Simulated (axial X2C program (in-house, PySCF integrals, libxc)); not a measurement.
# A two-component session on MoAl: properties at the nuclei

Aim: properties at the nuclei of MoAl, with spin–orbit coupling in the Hamiltonian from the start.

Program: an in-house X2C program for linear molecules on PySCF integrals. Level of theory: two-component X2C with atomic mean-field terms, Mo dyall-cv3z, Al dyall-v3z. These are calculated values, not measurements.

### 1 Input

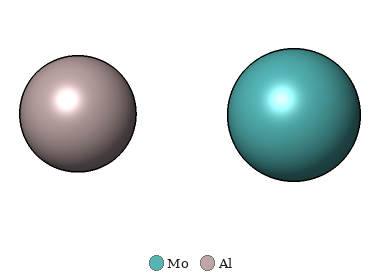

The two atoms at 2.640 Å (molybdenum teal, aluminium light grey).

Contents of task.json:

```json
{
 "zs": [
  42,
  13
 ],
 "q": 0,
 "bas": [
  "dyall-cv3z",
  "dyall-v3z"
 ],
 "r0": 2.64,
 "levels": [
  "PBE0",
  "HF",
  "TPSSh",
  "BP86",
  "PBE50"
 ],
 "nst": 3
}
```

Keys: zs atomic numbers; q charge; bas basis sets; r0 starting distance in Å; levels methods (HF also brings MP2); nst determinants followed.

On the command line:

```console
> python soeom.py task.json out
```

Further steps of the session: Expectation values, lowest determinant; Expectation values, a higher determinant; Expectation values, a higher determinant.

**Question.** What will these runs give? Wanted: lowest determinant; Eeff magnitude; Ws magnitude Mo; A∥/gI Mo; qzz Mo; higher determinant (for each run or level that gives them).

**Answer**, as computed:

| quantity | value |
| --- | --- |
| lowest determinant | Ω = 5/2 (excess of +ω over −ω: ω = 5/2) |
| Eeff magnitude (GV/cm), PBE0 | 1.81 |
| Ws magnitude Mo (kHz), PBE0 | 0.345 |
| A∥/gI Mo (MHz), PBE0 | 343 |
| qzz Mo (a.u.), PBE0 | -0.37 |
| higher determinant | Ω = 7/2 (excess of +ω over −ω: 2 × ω = 1/2, ω = 5/2) |
| Eeff magnitude (GV/cm), PBE0, higher determinant | 0.63 |
| Ws magnitude Mo (kHz), PBE0, higher determinant | 0.0819 |
| A∥/gI Mo (MHz), PBE0, higher determinant | 506 |
| qzz Mo (a.u.), PBE0, higher determinant | 0.05 |
| higher determinant | Ω = 3/2 (excess of +ω over −ω: ω = 1/2, ω = -3/2, ω = 5/2) |
| Eeff magnitude (GV/cm), PBE0, higher determinant | 0.594 |
| Ws magnitude Mo (kHz), PBE0, higher determinant | 0.18 |
| A∥/gI Mo (MHz), PBE0, higher determinant | 1110 |
| qzz Mo (a.u.), PBE0, higher determinant | 0.05 |

What this shows: In the first state, the effective field runs from 1.32 to 2.98 GV/cm over the mean-field levels, so the levels don't agree on it. The expectation values come from single determinants, which for open shells can mix terms of unlike spin or miss the lowest Ω, so a determinant need not be a state. Eeff is the effective electric field on the electron dipole moment in this Ω state and Ws the scalar–pseudoscalar constant (defined with the proton number Z and per Ω); A∥ is the parallel hyperfine constant, which follows by multiplying with the nuclear g factor gI = μI/(I μN); qzz is the electric field gradient, eQq0 = 234.96 MHz × Q/barn × qzz; μ is positive if Al is the positive end. The operators were transformed with the bare-nucleus X2C matrices.
